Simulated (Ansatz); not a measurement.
All values below come from PBE (plane waves to 420 eV, PAW; Ansatz, an electronic-structure program).

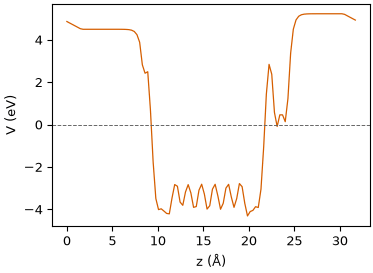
*Electrostatic potential energy of an electron, averaged over planes parallel to the surface, in eV from the highest filled level, for the (100) surface of germanium, 2 pairs of surface atoms bonded, I on every dangling bond (bottom of the slab: built like the top, H on every dangling bond, free)*

Set-up: 44 atoms, 15.5 Å thick at the start with caps and adatoms; mesh 4x4x1; 0.025 eV smearing; dipole correction on; 4 atoms held, the rest relaxed; symmetry of the start imposed; no spin, no spin-orbit, no U. It is one candidate, not shown to be the stable structure of the face.

The vacuum level lies 5.23 eV above the highest filled level over the top face and 4.50 eV above it under the bottom face.
